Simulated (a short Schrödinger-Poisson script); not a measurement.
Stack: MOS inversion layer, SiO2 on p-type GaN, at 300 K.

| layer | material | thickness (nm) | Na (cm⁻³) |
|---|---|---|---|
| 1 | SiO2 | 1.1 | - |
| 2 | GaN | 1700 | 1.3e17 |

The device is made up for the run: typed textbook-type constants, with dimensions and the other settings drawn at random. SiO2: permittivity 3.9, conduction-band edge (eV) 3.2, gap (eV) 9, electron mass (mₑ) 0.5. GaN: permittivity 9.5, conduction-band edge (eV) 0, gap (eV) 3.43, Nv at 300 K (cm⁻³) 4.6e19.

Channel valleys (confinement mass, in-plane density-of-states mass, number): Γ 0.2, 0.2, 1. At the gate the conduction-band edge of layer 1 lies 3.76 eV − eVg above the Fermi level of the channel; the field vanishes at the back. Gaps are held at their typed values at every temperature. Mesh 0.03 nm at interfaces.

Solved with a short Schrödinger-Poisson script written for these runs: 1D Poisson equation in equilibrium, electrons quantum, Hartree (BenDaniel-Duke, 12 states a valley, the channel's in-plane mass for all, wave functions free to enter the dielectric), parabolic valleys, classical holes, full ionisation, no traps, pinning or gate leakage.

Only gate voltages with over 1e8 electrons/cm² are shown.

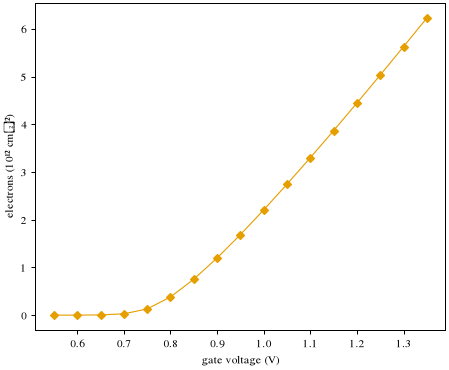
Figure. Sheet density against gate voltage

```
Vg (V)  electrons (cm⁻²)  C (μF/cm²)  Γ E0 (meV)  Γ E1 (meV)
------  ----------------  ----------  ----------  ----------
0.55              1.11e8      0.0526       255.7       370.5
0.6               7.21e8      0.0558       207.3       322.7
0.65              4.64e9      0.0783       159.1       275.1
0.7              2.81e10       0.203       112.4       229.2
0.75             1.31e11       0.591        72.0       189.9
0.8              3.81e11        1.05        42.9       162.7
0.85             7.53e11        1.35        22.9       145.3
0.9              1.20e12        1.52         8.1       133.2
0.95             1.69e12        1.63        -4.0       124.0
1                2.21e12        1.70       -14.4       116.5
1.05             2.74e12        1.76       -23.8       110.1
1.1              3.30e12        1.80       -32.6       104.3
1.15             3.87e12        1.84       -40.9        98.9
1.2              4.45e12        1.87       -48.9        93.8
1.25             5.03e12        1.90       -56.7        88.9
1.3              5.63e12        1.92       -64.3        84.2
1.35             6.23e12        1.94       -71.8        79.6
```

Subbands count from the Fermi level.

In real p-type GaN the Mg acceptor is only partly ionised, and so wide a gap doesn't supply an inversion layer without source and drain.
